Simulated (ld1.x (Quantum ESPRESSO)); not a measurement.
## P: pseudopotential generation (part 2 of 2)

Continued. System: phosphorus (P, Z = 15), core [Ne], reference valence 3s2 3p3, valence charge 5. Method: TM potential, LDA (PZ), scalar-relativistic, made with ld1.x (Quantum ESPRESSO) 7.5.

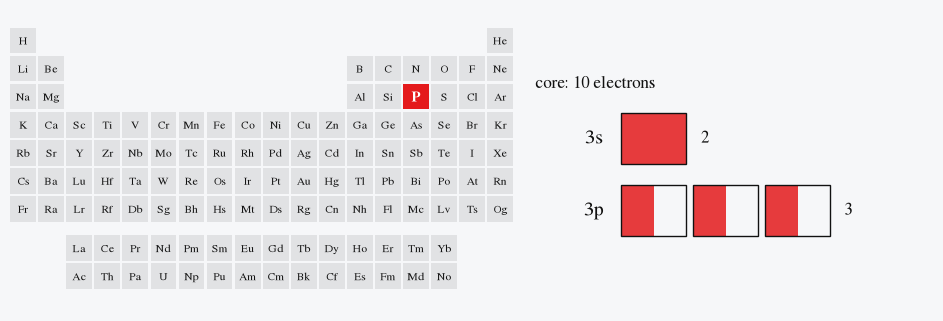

Left, the place of phosphorus in the periodic table; right, the valence shells of the reference configuration: a box for each of the 2l + 1 orbitals, shaded by the share of the shell that is filled, with the electron count at the right.

## Output of the test run (extracts), continued
```
     ---------------------- End of pseudopotential test ----------------------

     ---------------------- Testing the pseudopotential ----------------------

     P
     scalar relativistic calculation

     atomic number is 15.00   valence charge is  5.00
     dft =PZ   lsd =0 sic =0 latt =0  beta=0.20 tr2=1.0E-14
     mesh =1147 r(mesh) = 101.18493 xmin = -7.00 dx = 0.01250

     n l     nl             e AE (Ry)        e PS (Ry)    De AE-PS (Ry)
     1 0     3S   1( 1.00)       -1.76527       -1.76395       -0.00132
     2 1     3P   1( 3.00)       -1.09460       -1.09352       -0.00108

     eps = 9.3E-15  iter =  9

     Etot =    -680.185369 Ry,    -340.092684 Ha,   -9254.393396 eV
     Etotps =   -12.529668 Ry,      -6.264834 Ha,    -170.474814 eV
     dEtot_ae =       1.388626 Ry
     dEtot_ps =       1.388110 Ry,   Delta E=       0.000516 Ry

     Ekin =       4.611940 Ry,       2.305970 Ha,      62.748643 eV
     Encl =     -22.422793 Ry,     -11.211397 Ha,    -305.077643 eV
     Ehrt =       7.091825 Ry,       3.545912 Ha,      96.489188 eV
     Ecxc =      -3.564547 Ry,      -1.782274 Ha,     -48.498135 eV
     (Ecc =      -1.002600 Ry,      -0.501300 Ha,     -13.641074 eV)
     Epseu=       1.753908 Ry,       0.876954 Ha,      23.863134 eV

     ---------------------- End of pseudopotential test ----------------------

     ---------------------- Testing the pseudopotential ----------------------

     P
     scalar relativistic calculation

     atomic number is 15.00   valence charge is  5.00
     dft =PZ   lsd =0 sic =0 latt =0  beta=0.20 tr2=1.0E-14
     mesh =1147 r(mesh) = 101.18493 xmin = -7.00 dx = 0.01250

     n l     nl             e AE (Ry)        e PS (Ry)    De AE-PS (Ry)
     1 0     3S   1( 2.00)       -0.85164       -0.85176        0.00012
     2 1     3P   1( 3.30)       -0.24540       -0.24546        0.00006

     eps = 1.4E-16  iter =  6

     Etot =    -681.672217 Ry,    -340.836109 Ha,   -9274.623002 eV
     Etotps =   -14.016018 Ry,      -7.008009 Ha,    -190.697640 eV
     dEtot_ae =      -0.098222 Ry
     dEtot_ps =      -0.098240 Ry,   Delta E=       0.000018 Ry

     Ekin =       4.627356 Ry,       2.313678 Ha,      62.958388 eV
     Encl =     -27.749800 Ry,     -13.874900 Ha,    -377.555261 eV
     Ehrt =      11.323282 Ry,       5.661641 Ha,     154.061096 eV
     Ecxc =      -4.314428 Ry,      -2.157214 Ha,     -58.700787 eV
     (Ecc =      -1.002600 Ry,      -0.501300 Ha,     -13.641074 eV)
     Epseu=       2.097572 Ry,       1.048786 Ha,      28.538924 eV

     ---------------------- End of pseudopotential test ----------------------

     ---------------------- Testing the pseudopotential ----------------------

     P
     scalar relativistic calculation

     atomic number is 15.00   valence charge is  5.00
     dft =PZ   lsd =0 sic =0 latt =0  beta=0.20 tr2=1.0E-14
     mesh =1147 r(mesh) = 101.18493 xmin = -7.00 dx = 0.01250

     n l     nl             e AE (Ry)        e PS (Ry)    De AE-PS (Ry)
     1 0     3S   1( 2.00)       -1.35757       -1.35718       -0.00039
     2 1     3P   1( 2.50)       -0.71699       -0.71671       -0.00027

     eps = 6.3E-15  iter =  6

     Etot =    -681.293153 Ry,    -340.646577 Ha,   -9269.465571 eV
     Etotps =   -13.636976 Ry,      -6.818488 Ha,    -185.540513 eV
     dEtot_ae =       0.280842 Ry
     dEtot_ps =       0.280802 Ry,   Delta E=       0.000040 Ry

     Ekin =       4.306913 Ry,       2.153457 Ha,      58.598543 eV
     Encl =     -24.967271 Ry,     -12.483635 Ha,    -339.697025 eV
     Ehrt =       8.834175 Ry,       4.417088 Ha,     120.195079 eV
     Ecxc =      -3.922003 Ry,      -1.961001 Ha,     -53.361563 eV
     (Ecc =      -1.002600 Ry,      -0.501300 Ha,     -13.641074 eV)
     Epseu=       2.111208 Ry,       1.055604 Ha,      28.724454 eV

     ---------------------- End of pseudopotential test ----------------------

     ---------------------- Testing the pseudopotential ----------------------

     P
     scalar relativistic calculation

     atomic number is 15.00   valence charge is  5.00
     dft =PZ   lsd =0 sic =0 latt =0  beta=0.20 tr2=1.0E-14
     mesh =1147 r(mesh) = 101.18493 xmin = -7.00 dx = 0.01250

     n l     nl             e AE (Ry)        e PS (Ry)    De AE-PS (Ry)
     1 0     3S   1( 0.00)       -1.12997       -1.12959       -0.00039
     2 1     3P   1( 5.00)       -0.48998       -0.48962       -0.00036

     eps = 1.9E-15  iter =  9

     Etot =    -680.314501 Ry,    -340.157251 Ha,   -9256.150329 eV
     Etotps =   -12.658308 Ry,      -6.329154 Ha,    -172.225049 eV
     dEtot_ae =       1.259494 Ry
     dEtot_ps =       1.259470 Ry,   Delta E=       0.000024 Ry

     Ekin =       5.723562 Ry,       2.861781 Ha,      77.873031 eV
     Encl =     -25.751776 Ry,     -12.875888 Ha,    -350.370756 eV
     Ehrt =       9.965000 Ry,       4.982500 Ha,     135.580731 eV
     Ecxc =      -4.038683 Ry,      -2.019341 Ha,     -54.949077 eV
     (Ecc =      -1.002600 Ry,      -0.501300 Ha,     -13.641074 eV)
     Epseu=       1.443589 Ry,       0.721794 Ha,      19.641022 eV

     ---------------------- End of pseudopotential test ----------------------

     ---------------------- Testing the pseudopotential ----------------------

     P
     scalar relativistic calculation

     atomic number is 15.00   valence charge is  5.00
     dft =PZ   lsd =1 sic =0 latt =0  beta=0.20 tr2=1.0E-14
     mesh =1147 r(mesh) = 101.18493 xmin = -7.00 dx = 0.01250

     n l     nl             e AE (Ry)        e PS (Ry)    De AE-PS (Ry)
     1 0     3S   1( 1.00)       -1.08304       -1.08453        0.00149
     2 1     3P   1( 3.00)       -0.45936       -0.46009        0.00072
     1 0     3S   2( 1.00)       -0.91190       -0.90779       -0.00412
     2 1     3P   2( 0.00)       -0.30668       -0.30412       -0.00256

     eps = 8.4E-15  iter = 12

     Etot =    -681.684973 Ry,    -340.842487 Ha,   -9274.796550 eV
     Etotps =   -14.031338 Ry,      -7.015669 Ha,    -190.906073 eV
     dEtot_ae =      -0.110978 Ry
     dEtot_ps =      -0.113560 Ry,   Delta E=       0.002582 Ry

     Ekin =       4.613226 Ry,       2.306613 Ha,      62.766132 eV
     Encl =     -26.938185 Ry,     -13.469092 Ha,    -366.512675 eV
     Ehrt =      10.498981 Ry,       5.249491 Ha,     142.845918 eV
     Ecxc =      -4.321398 Ry,      -2.160699 Ha,     -58.795611 eV
     (Ecc =      -1.002600 Ry,      -0.501300 Ha,     -13.641074 eV)
     Epseu=       2.116038 Ry,       1.058019 Ha,      28.790163 eV

     ---------------------- End of pseudopotential test ----------------------

     ---------------------- Testing the pseudopotential ----------------------

     P
     scalar relativistic calculation

     atomic number is 15.00   valence charge is  5.00
     dft =PZ   lsd =1 sic =0 latt =0  beta=0.20 tr2=1.0E-14
     mesh =1147 r(mesh) = 101.18493 xmin = -7.00 dx = 0.01250

     n l     nl             e AE (Ry)        e PS (Ry)    De AE-PS (Ry)
     1 0     3S   1( 1.00)       -1.76627       -1.76683        0.00056
     2 1     3P   1( 2.00)       -1.09958       -1.09981        0.00023
     1 0     3S   2( 1.00)       -1.62942       -1.62521       -0.00420
     2 1     3P   2( 0.00)       -0.97279       -0.96975       -0.00304

     eps = 4.3E-16  iter =  9

     Etot =    -680.914121 Ry,    -340.457061 Ha,   -9264.308578 eV
     Etotps =   -13.259836 Ry,      -6.629918 Ha,    -180.409262 eV
     dEtot_ae =       0.659874 Ry
     dEtot_ps =       0.657942 Ry,   Delta E=       0.001932 Ry

     Ekin =       4.024827 Ry,       2.012413 Ha,      54.760556 eV
     Encl =     -23.004059 Ry,     -11.502029 Ha,    -312.986162 eV
     Ehrt =       7.321058 Ry,       3.660529 Ha,      99.608068 eV
     Ecxc =      -3.714439 Ry,      -1.857220 Ha,     -50.537522 eV
     (Ecc =      -1.002600 Ry,      -0.501300 Ha,     -13.641074 eV)
     Epseu=       2.112777 Ry,       1.056389 Ha,      28.745797 eV

     ---------------------- End of pseudopotential test ----------------------
```

## Key numbers

- outcome: generated
- cutoffs needed: 21 Ry and 50 Ry (the cutoffs, on a coarse ladder, from which the occupation-weighted sum of valence levels, in a spherical-Bessel basis at the reference potential, stays within 10 and 1 mRy of its value at 400 Ry); ghost states and empty shells don't enter this sum
- ghost test: no ghost state below the valence levels in the s, p, d, f channels (spherical-Bessel basis up to 400 Ry, 20 bohr box)
- largest excitation error: +100 meV (all-electron minus pseudo) for 3s2 3p0, out of 7 test configurations
- range over which the phases arctan(r u′/u) at the test radius agree within 0.05 rad (a looser test near the poles than one of phase shifts): s: up to about 2.7 Ry; p: up to about 4.2 Ry; d: over the whole range computed
- hardware: 1 CPU thread, shared host
- wall time: 1.1 s
